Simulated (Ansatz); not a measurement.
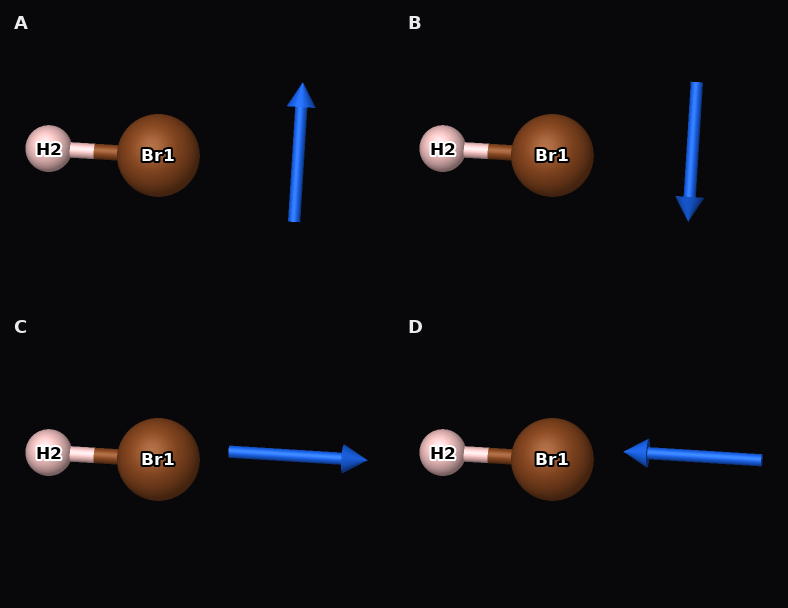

The same molecule four times, each with an arrow. The geometry was computed by an optimisation with PBE0-D4/def2-TZVP. No frequency run is at hand to confirm it as a minimum. Properties computed with RKS PBE0-D4/def2-TZVP (Ansatz 0.2.0).

> Which arrow points along the dipole moment, from the negative to the positive end?

D. The dipole moment is 0.95 D; it points from the side of Br1 to the side of H2 (the outermost atoms at the two ends).
